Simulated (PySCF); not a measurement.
System: C6H13FOSi (SMILES CC/C=C(/C)O[SiH2]CF).

```xyz
22

C    -2.6017    1.5353    0.5147
C    -1.9496    0.7493   -0.6237
C    -1.5892   -0.6348   -0.1807
C    -0.3486   -1.0649    0.0282
C    -0.0039   -2.4424    0.4986
O     0.7044   -0.2267   -0.1918
Si    2.3093   -0.3570   -0.0985
C     2.8869    1.4211   -0.4866
F     3.0062    2.1628    0.6733
H    -2.8741    2.5338    0.1804
H    -1.9109    1.6252    1.3497
H    -3.4995    1.0294    0.8637
H    -1.0515    1.2695   -0.9566
H    -2.6459    0.6903   -1.4646
H    -2.4098   -1.3089    0.0120
H    -0.8995   -3.0437    0.6162
H     0.5167   -2.3852    1.4534
H     0.6623   -2.9214   -0.2175
H     2.7831   -0.7414    1.2305
H     2.8348   -1.2681   -1.1214
H     2.1950    1.9690   -1.1301
H     3.8750    1.4282   -0.9499
```

Geometry: GFN2-xTB.

Computed with PBE0/pcSseg-1, SCF density, gas phase, non-relativistic (PySCF 2.14.0).

What can the converged electron density and electron localisation function tell about the bonding?

Answer. C–C (1.33 Å): ρ at the midpoint is about 2.3 e/Å³; the ELF peaks at about 0.95 between the atoms: a short, multiple covalent bond.
C–O (1.36 Å): the density is about 2.2 e/Å³ at the midpoint, with its minimum of 1.9 e/Å³ about 0.5 Å from C; the ELF peaks at about 0.90 between the atoms: a shared but strongly polarised pair.
Si–O (1.61 Å): ρ at the midpoint is about 1.2 e/Å³; the ELF peaks at about 0.90 between the atoms, as expected for a polar covalent bond.
C–Si (1.91 Å): ρ at the midpoint is about 0.96 e/Å³; the ELF peaks at about 1 between the atoms (a shared electron pair).

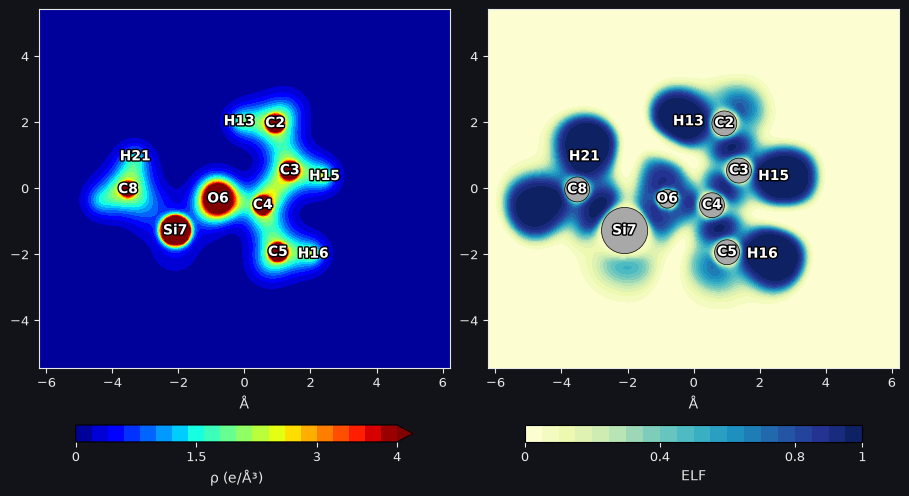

Computed electron density and electron localisation function on the plane of atoms C4, C3 and H15, in this order. Grey discs cover the atomic cores in the ELF map. 
